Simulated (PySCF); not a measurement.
CH$_{9}$SSi$_{3}$ (SMILES C[Si]([SiH3])S[SiH3]) (doublet)

Input

```
{"job": {"kind": "epr"}, "charge": 0, "multiplicity": 2}
Si     0.128561     0.870735    -0.392344
Si    -1.560018     0.067251     1.030182
C     -0.552248     1.529190    -2.022381
S      1.571082    -0.647044    -0.925976
Si     1.990010    -1.490115     1.007772
H     -2.206442    -1.182011     0.513861
H     -1.007134    -0.209177     2.391009
H     -2.597820     1.139921     1.145678
H      0.258978     1.944021    -2.640002
H     -1.287562     2.326140    -1.832785
H     -1.044267     0.723778    -2.591428
H      3.196463    -2.346916     0.834897
H      2.255758    -0.415911     2.009758
H      0.847361    -2.324271     1.486503
```

Command:

```sh
OMP_NUM_THREADS=1 python cluster_run.py task.json out
```

Geometry: PBE0-D3(BJ)/def2-SVP.

Level of theory: UKS B3LYP, IGLO-III on C S Si, pcH-1 on H, non-relativistic, mean-field spin-orbit, GIAO in PySCF 2.14.0, density-fitted response routines.

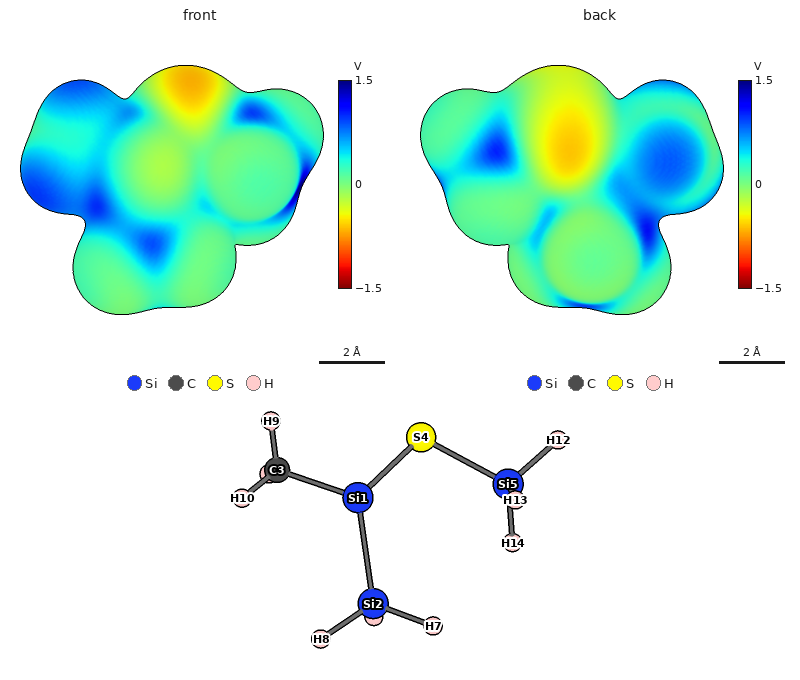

Figure 1. The molecular electrostatic potential painted on the density surface at 0.002 e/bohr³, seen from the front and from behind; red is negative and blue positive. The bare structure is drawn below in the same view.

Describe the electrostatic potential map.

The most negative region (about −0.6 V) lies over S4, the most positive (about +1.3 V) over Si5.

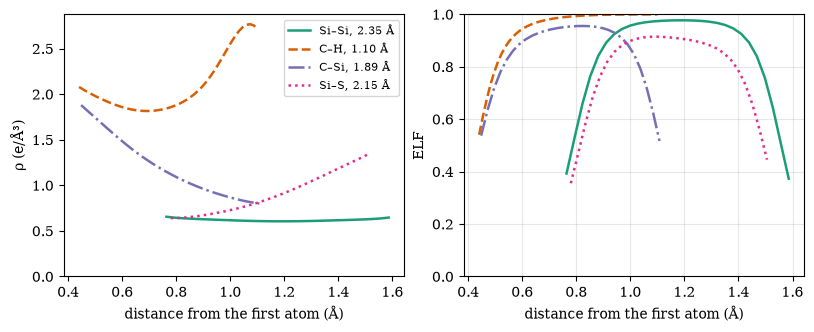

Figure 2. Total electron density and electron localisation function along straight lines between neighbouring atoms. The curves leave out the atomic cores.

What kind of bonding do the profiles show?

Si–Si (2.35 Å): ρ is about 0.61 e/Å³ halfway; the ELF peaks at about 1 between the atoms (a covalent bond).
C–H (1.10 Å): ρ is about 1.9 e/Å³ halfway; the ELF climbs to about 1 towards the hydrogen, as it does in any bond to H: an ordinary covalent bond to hydrogen.
C–Si (1.89 Å): the density is about 0.92 e/Å³ at the midpoint; the ELF peaks at about 0.95 between the atoms; a shared electron pair.
Si–S (2.15 Å): the density is about 0.79 e/Å³ at the midpoint; the ELF peaks at about 0.90 between the atoms, as expected for a shared electron pair.
